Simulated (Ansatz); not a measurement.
**Fields on a plane of HfSiSe (space group P4/nmm)**

```
HfSiSe
1.0
    3.55189     0.00000     0.00000
    0.00000     3.55189     0.00000
    0.00000     0.00000     8.17422
Hf Si Se
2 2 2
Direct
  0.00000   0.50000   0.74369
  0.50000   0.00000   0.25631
  0.00000   0.00000   0.00000
  0.50000   0.50000   0.00000
  0.50000   0.00000   0.62057
  0.00000   0.50000   0.37943
```

The slice is a (0 -1 1) plane (indices of the conventional cell) through the point (0.500, 0.000, 0.621) (fractional), spanned by u = [100] and v = [011] in vectors of this cell: u (3.55 Å) and v (8.91 Å, at 90° to u). It covers one period; positions are fractions (u, v).

Atoms on it: Se at (0.00, 0.00). Other atoms lie within 1 Å of the plane.

Level of theory: LDA (plane waves to 420 eV, PAW, scalar-relativistic; Ansatz, a quantum-chemistry and plane-wave program). k mesh 13×13×6. Near the nuclei the fields are pseudised (PAW); where an atom keeps semicore shells as valence, they peak there. HfSiSe is run without spin polarisation. HfSiSe was relaxed with its symmetry unable to fall. Spin-orbit coupling is left out, though Hf is heavy.

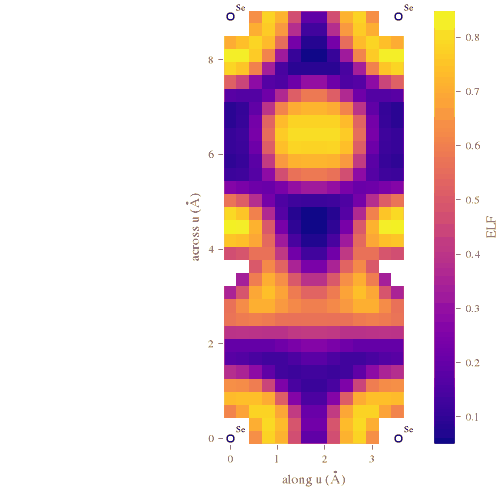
Figure. Electron localisation function (ELF), one period of the plane, atoms marked. Points within 0.5 Å of a nucleus are left white, as the pseudised field means little there.

```tsv
v \ u	0.00	0.15	0.31	0.46	0.62	0.77	0.92
0.94	0.6	0.0	-0.6	-1.1	-0.9	-0.3	0.4
0.84	-0.7	-0.8	-0.9	-0.8	-0.8	-0.8	-0.7
0.75	-0.7	-0.6	-0.3	-0.1	-0.2	-0.5	-0.7
0.66	-0.6	-0.6	-0.4	-0.3	-0.3	-0.5	-0.6
0.56	-0.7	-0.8	-0.9	-1.0	-1.0	-0.9	-0.7
0.47	-0.3	-0.4	-0.8	-1.1	-1.0	-0.6	-0.4
0.38	-0.6	-0.4	-0.5	-0.7	-0.6	-0.4	-0.5
0.28	-0.6	-0.6	-0.5	-0.5	-0.5	-0.6	-0.6
0.19	-0.9	-0.9	-0.8	-0.5	-0.6	-0.8	-0.9
0.09	-0.1	-0.2	-0.6	-0.8	-0.7	-0.4	-0.1
0.00	1.7	0.6	-0.4	-0.9	-0.7	0.0	1.4
```

Values: log₁₀ of the valence density in e/Å³. The scale is logarithmic, as a density can span decades between atoms and voids.
